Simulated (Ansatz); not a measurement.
Consider CHBNa (SMILES [B+]1[CH][Na-]1) (doublet).

```xyz
4

C    -0.9469    0.3548    0.6701
B    -1.7337    0.3996   -0.3998
Na    0.5211   -0.6770   -0.8482
H    -0.4422    0.3961    1.6161
```

Geometry: PBE0-D4/def2-TZVP.

Computed with isolated molecule in a Gaussian basis; Kohn-Sham density functional theory, functional PBE0 (Ansatz 0.2.0).

Predict the electron density, electron localisation function and spin density between the atoms.

Answer. C–B (1.33 Å): ρ is about 1.9 e/Å³ halfway; the ELF peaks at about 0.85 between the atoms, as expected for localised, covalent bonding.
C–Na (2.35 Å): ρ is about 0.23 e/Å³ halfway; the ELF peaks at about 0.80 in the valence shell of C, 0.8 Å from its nucleus, and is about 0.35 at the midpoint.
Na–B (2.54 Å): the density is about 0.21 e/Å³ at the midpoint; the ELF peaks at about 0.70 in the valence shell of B, 1.0 Å from its nucleus, and is about 0.45 at the midpoint.
C–H (1.07 Å): ρ at the midpoint is about 2 e/Å³; the ELF climbs to about 1 towards the hydrogen, as it does in any bond to H: an ordinary covalent bond to hydrogen.
The unpaired spin (1 electron) lies mostly on B2 (about 1.0), in electrons by Hirshfeld's partition.

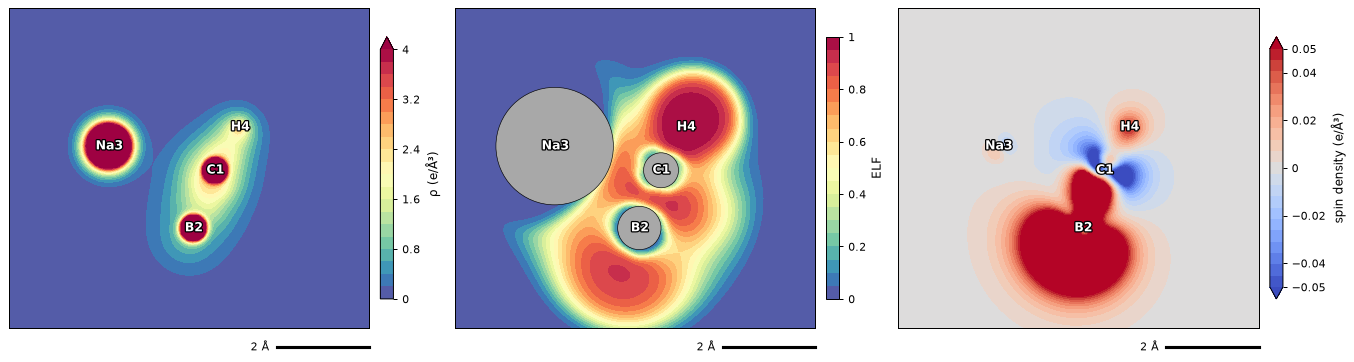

Computed electron density, electron localisation function and spin density on the molecular plane, in this order. Grey discs cover the atomic cores in the ELF map. 
